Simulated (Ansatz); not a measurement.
# HF/STO-3G run of [HSO2]− (SMILES O=[SH][O-])

Aim: the vertical ionisation energy of [HSO2]− at HF/STO-3G, from 2 runs. 

The calculation is run with Ansatz 0.2.0.

11 further runs of the same task are left out: 9 that didn't finish, 2 set aside as unsound or not needed.

## Step 1: The molecule

The species is [HSO2]− (4 atoms), meant as a singlet with charge -1. As SMILES, `O=[SH][O-]`. The coordinates come from a GFN2-xTB relaxation.

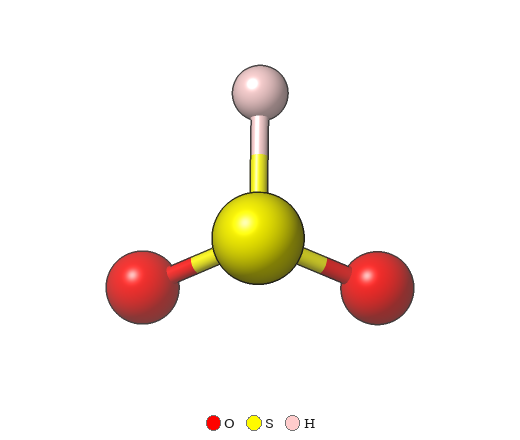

Viewed from a chosen angle; oxygen red, sulfur yellow, hydrogen pink.

## Step 2: A single-point energy at HF/STO-3G

Contents of run.yaml:

```yaml
crystal:
  periodic: [false, false, false]
  atoms:
    - {symbol: O, position_ang: [-1.198220, 0.078790, 0.730410]}
    - {symbol: S, position_ang: [-0.199070, -0.294820, -0.302710]}
    - {symbol: O, position_ang: [1.007500, -0.941190, 0.274450]}
    - {symbol: H, position_ang: [0.389790, 1.157220, -0.702150]}
basis:
  gaussian:
    orbitals: STO-3G
total_charge: -1
hamiltonian:
  xc: hf
accuracy: high
```

Command:

```sh
$ ansatz run run.yaml --threads 1 --pin off --max-ram 2610MiB --events-out events.jsonl --progress --plain --runs-dir runs
```

What it wrote:

```text
Warning: RAYON_NUM_THREADS=1 ignored (pool sized by the plan → 1); use --threads N
Functional definition: HF
  name "HF"
  exchange = exact_x
  correlation = 0
361 factors; integrals over basis functions are off by at most 3.3e-8 eV
mean field evaluation 1: about -14716.6080 eV, gradient 3.2e1 eV
mean field evaluation 2: about -14716.7293 eV, gradient 3.2e1 eV
mean field evaluation 4: about -14720.7240 eV, gradient 2.5e0 eV
mean field evaluation 8: about -14720.7807 eV, gradient 1.4e-4 eV
mean field -14720.78074312 eV, -540.9787142062 hartree, gradient 1.8e-8 eV, S^2 0.000000; 0 other end points of the search recorded, 0 dependent functions left out
reference -14720.78074312 eV, -540.9787142062 hartree; 17, 17 occupied and 3, 3 virtual orbitals, 361 factors
Total energy: -14720.78074312 eV, -540.9787142062 hartree
```

Run time: 0.1 s. Hardware: 1 thread of Arm Neoverse V2, shared host.

## Step 3: Doublet neutral HSO2 at the same level

Contents of job.yaml:

```yaml
crystal:
  periodic: [false, false, false]
  atoms:
    - {symbol: O, position_ang: [-1.198220, 0.078790, 0.730410]}
    - {symbol: S, position_ang: [-0.199070, -0.294820, -0.302710]}
    - {symbol: O, position_ang: [1.007500, -0.941190, 0.274450]}
    - {symbol: H, position_ang: [0.389790, 1.157220, -0.702150]}
basis:
  gaussian:
    orbitals: STO-3G
magnetization:
  spin_polarized: true
  initial_magnetization: 1
hamiltonian:
  xc: hf
accuracy: high
```

Command:

```sh
$ ansatz run job.yaml --threads 1 --pin off --max-ram 2610MiB --events-out events.jsonl --progress --plain --runs-dir runs
```

What it wrote, shortened:

```text
Warning: RAYON_NUM_THREADS=1 ignored (pool sized by the plan → 1); use --threads N
[... 2 set-up lines as earlier in the session ...]
[...]
361 factors; integrals over basis functions are off by at most 3.3e-8 eV
[...]
mean field -14725.20661187 eV, -541.1413618828 hartree, gradient 4.2e-8 eV, S^2 1.087248; 4 other end points of the search recorded, 0 dependent functions left out
reference -14725.20661187 eV, -541.1413618828 hartree; 17, 16 occupied and 3, 4 virtual orbitals, 361 factors
Total energy: -14725.20661187 eV, -541.1413618828 hartree
```

Run time: 0.38 s. Hardware: 1 thread of Arm Neoverse V2, shared host.

## Step 4: Summary of results

At HF/STO-3G:

| quantity | value |
| --- | --- |
| singlet [HSO2]−: total energy | -540.97871 Eh |
| doublet neutral HSO2: total energy | -541.14136 Eh |
| doublet neutral HSO2: ⟨S²⟩ | 1.087 |
| vertical detachment energy (to the doublet neutral) | -4.426 eV |

**Reading.** The species is unbound against losing an electron at this level, by 4.43 eV (−427 kJ/mol); missing correlation or diffuse functions can give that sign where the real anion is bound. In a minimal basis such a difference can be off by several eV, whatever the method. ⟨S²⟩ (doublet neutral HSO2) is 1.09 where a pure doublet has 0.75: the reference is spin-contaminated.
